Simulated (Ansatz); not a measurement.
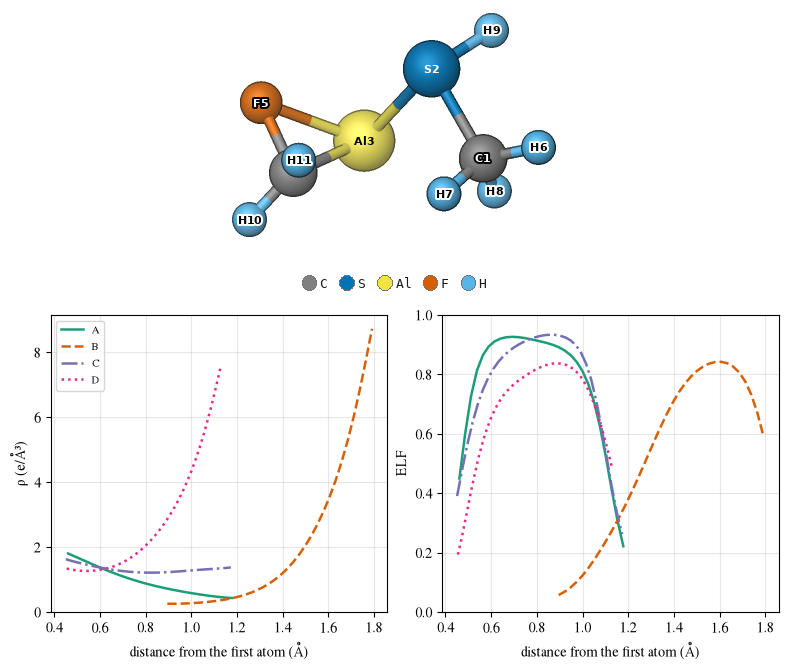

Figure. C2H6AlFS. Electron density and electron localisation function along straight lines between neighbouring atoms. The curves leave out the atomic cores. The structure is drawn too.

All numbers below come from RKS LDA/def2-SVP in Ansatz 0.2.0.

Input

```
crystal:
  periodic: [false, false, false]
  atoms:
    - { symbol: C, position_ang: [-1.5415, -1.2159, 0.9298] }
    - { symbol: S, position_ang: [-1.414, 0.6225, 1.1378] }
    - { symbol: Al, position_ang: [0.7414, 0.6773, 0.4928] }
    - { symbol: C, position_ang: [1.3156, 0.9022, -1.4194] }
    - { symbol: F, position_ang: [0.7423, 2.0855, -1.8964] }
    - { symbol: H, position_ang: [-2.6285, -1.4479, 1.1746] }
    - { symbol: H, position_ang: [-1.3661, -1.4468, -0.1346] }
    - { symbol: H, position_ang: [-0.8513, -1.6947, 1.5821] }
    - { symbol: H, position_ang: [-1.68025, 1.81955, 1.77071] }
    - { symbol: H, position_ang: [2.3469, 0.8821, -1.5087] }
    - { symbol: H, position_ang: [0.7887, 0.0574, -1.9764] }
basis:
  gaussian: { orbitals: def2-SVP }
hamiltonian:
  xc: lda
relax:
  f_tol: 0.02
  max_steps: 50
output:
  orbitals: {}
```

Command:

```sh
ansatz run input.yaml --threads 2 --pin off --max-ram 3072MiB --backend cpu --events-out ev --progress --plain --runs-dir out
```

The fields are those of the relaxed geometry.

### Which curve belongs to which contact (Al–F, C–Al, C–F and C–S)? The first atom named is at distance zero.

Curve A: C–Al (2.05 Å): the density is about 0.56 e/Å³ at the midpoint; the ELF peaks at about 0.95 in the valence shell of C, 0.7 Å from its nucleus, and is about 0.75 at the midpoint. Curve B: Al–F (2.11 Å): the density is about 0.3 e/Å³ at the midpoint; the ELF is about 0.20 at the midpoint. Curve C: C–S (1.81 Å): ρ at the midpoint is about 1.2 e/Å³; the ELF peaks at about 0.95 between the atoms; a covalent bond. Curve D: C–F (1.46 Å): ρ is about 1.6 e/Å³ halfway, with its minimum of 1.3 e/Å³ about 0.5 Å from C; the ELF peaks at about 0.85 between the atoms: a polar covalent bond.
